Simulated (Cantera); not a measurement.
Feed: 1 mol Si3N4, a varied amount of HCl, 4.9 mol H2, equilibrated at 502 °C and 26.0 mbar.

These are equilibrium values from Cantera (NASA tables, ideal gas, pure condensed phases), not measurements of a reactor. Candidate condensed phases: NH4Cl, Si, Si3N4; 28 gas species. Equilibrium is a limit: real reactors are often held back by kinetics, nucleation or transport.

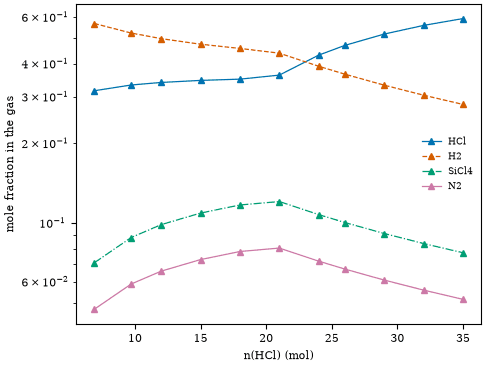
Figure. Equilibrium gas composition (values under 1e-9 drawn at 1e-9)

From 6.9 mol HCl to 18 mol HCl the condensed part is Si3N4(s). From 21 mol HCl to 35 mol HCl nothing is condensed. The main Si-bearing gas is SiCl4 throughout.
